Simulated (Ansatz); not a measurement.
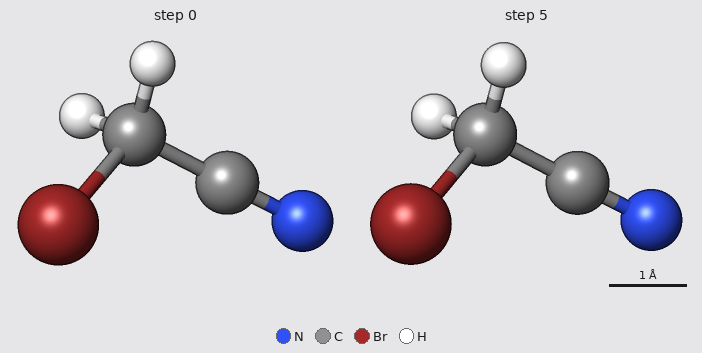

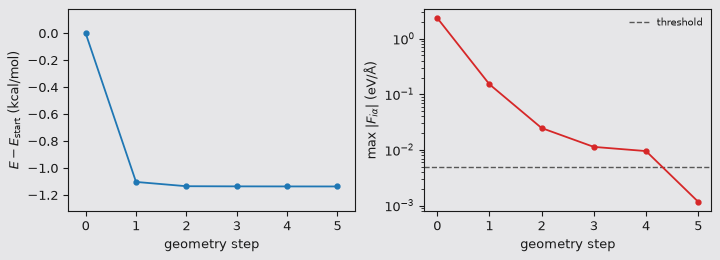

First and last geometry of a relaxation of C₂H₂BrN, with the history of the run. A ball-and-stick model, seen at a tilt.

The start comes from PBE-D4/def2-SVP.

Method: Ansatz, RKS PBE0-D4/def2-TZVP. Settings: force threshold 0.005 eV/Å; at most 150 steps.

Q: Did the run converge, and what did it change?

A: It converged. After 5 geometry steps the energy has fallen by 1.14 kcal/mol. The largest force component goes from 2.4 to 0.0012 eV/Å. The largest move after the best rigid fit is that of the N atom, 0.032 Å. Largest moves by element: N 0.032 Å, Br 0.029 Å, H 0.018 Å, C 0.011 Å. Near-neighbour distances that change, for instance: Br–C 1.966 → 1.940 Å, C–N 1.171 → 1.149 Å, C–H 1.106 → 1.088 Å, C–C 1.452 → 1.444 Å. The run took about 70 core-seconds on a shared host.

| step | E − E(0), kcal/mol | largest force component, eV/Å |
| --- | --- | --- |
| 0 | 0.00 | 2.3630 |
| 1 | -1.10 | 0.1516 |
| 2 | -1.13 | 0.0247 |
| 3 | -1.14 | 0.0113 |
| 4 | -1.14 | 0.0095 |
| 5 | -1.14 | 0.0012 |
